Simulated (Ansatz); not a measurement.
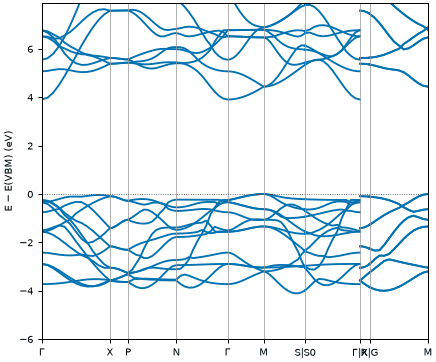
Fig. 1. Band structure from LDA in the plane-wave PAW code Ansatz

Read off the gap and where the band edges lie.

About 3.9 eV (3.91 eV by a search for the band edges); maximum at M, minimum at Γ.

The material is ZrO$_{2}$ (anatase, I4_1/amd).

The first step of the workflow began from a Materials Project structure, measured or hypothetical; the Crystallography Open Database copy checked does not list it. It is not the phase usual at ambient conditions (space group No. 14). The LDA relaxation kept the symmetry of its start; whether a distortion lowers the energy is not shown. No spin polarisation was allowed. Spin–orbit coupling is left out wherever it is not named.

Potentials: the later of the program's two PAW sets.
